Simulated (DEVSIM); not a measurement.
Structure: abrupt GaAs n-p junction, at 300 K.

```
layer (left to right)  material  thickness (μm)  Nd (cm⁻³)  Na (cm⁻³)  τn (s)  τp (s)
---------------------  --------  --------------  ---------  ---------  ------  ------
1                          GaAs          0.0350     1.1e17          -  9.1e-8  9.1e-8
2                          GaAs           0.790          -     2.3e15  9.1e-8  9.1e-8
```

Left contact: ohmic. Right contact: ohmic. Voltage is applied to the left contact. Recombination: SRH at mid-gap, radiative. Mobility is μmin + (μ − μmin)/(1 + (N/Nref)^α).

This is a model device: material constants are rounded textbook-type values typed into the input, and sizes, dopings and lifetimes were drawn at random. Values at 300 K.

```csv
parameter,GaAs
gap (eV),1.424
affinity (eV),4.07
permittivity,12.9
Nc (cm⁻³),4.7e17
Nv (cm⁻³),9e18
μn (cm²/Vs),8500
μp (cm²/Vs),400
"μn,min",500
"μp,min",20
"Nref,n",6e16
"Nref,p",1.5e17
αn,0.39
αp,0.38
B (cm³/s),2e-10
```

Model (solved in DEVSIM): 1D drift-diffusion, Boltzmann statistics, complete ionisation; no tunnelling, impact ionisation, image-force lowering or self-heating.

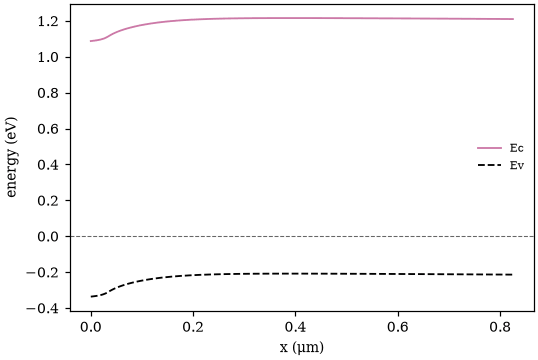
Band edges at -1.05 V on the left contact

Energies count from the Fermi level of the right contact; mesh points crowd at the junctions.

```csv
x (μm),Ec (eV),Ev (eV),n (cm⁻³),p (cm⁻³),field (V/cm)
0.000,1.087,-0.336,1.1e17,< 1e2,3300
0.007517,1.090,-0.334,1.0e17,4.7e12,3800
0.01477,1.093,-0.331,8.8e16,9.9e12,5400
0.02038,1.097,-0.327,7.6e16,1.5e13,7600
0.02945,1.106,-0.318,5.3e16,2.8e13,13000
0.03704,1.119,-0.305,3.3e16,5.0e13,17000
0.04695,1.133,-0.291,1.9e16,9.3e13,13000
0.06663,1.154,-0.270,8.4e15,2.2e14,8800
0.09018,1.171,-0.253,4.3e15,4.4e14,6200
0.1191,1.186,-0.238,2.4e15,8.0e14,4200
0.1585,1.199,-0.225,1.4e15,1.3e15,2500
0.2366,1.211,-0.213,8.0e14,2.2e15,850
0.3180,1.215,-0.209,5.9e14,2.6e15,210
0.4300,1.216,-0.208,4.4e14,2.7e15,-57
0.5746,1.214,-0.210,2.9e14,2.6e15,-140
0.6474,1.213,-0.211,2.1e14,2.5e15,-150
0.7010,1.212,-0.212,1.5e14,2.4e15,-160
0.7405,1.212,-0.212,1.0e14,2.4e15,-160
0.7783,1.211,-0.213,5.7e13,2.4e15,-170
0.7994,1.211,-0.213,3.1e13,2.3e15,-170
0.8129,1.210,-0.214,1.5e13,2.3e15,-170
0.8250,1.210,-0.214,< 1e2,2.3e15,-170
```
